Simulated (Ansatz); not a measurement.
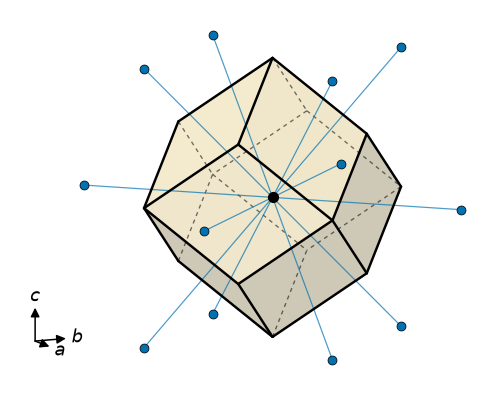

Crystal: C, the input geometry of an electronic-structure calculation (not necessarily at equilibrium); the starting structure was generated, so it need not be a known form of this composition. The Wigner–Seitz cell of the crystal's lattice, with lines to the lattice points that define its faces. All values are computed from the atomic coordinates in the standard setting (tolerance 0.002 Å).

a = 3.550 Å, b = 3.550 Å, c = 3.550 Å, α = 90.00°, β = 90.00°, γ = 90.00°; lattice centring F.

> Which of Fedorov's five parallelohedra is it?

A rhombic dodecahedron: 12 faces (12 with 4 edges), 24 edges, 14 vertices. Its volume is that of the primitive cell, 11.2 Å³.

> Which lattice vectors do the faces bisect?

```
      example  length (Å)  faces  edges of each  area (Å²)
1/2 a + 1/2 b        2.51     12              4        2.2
```
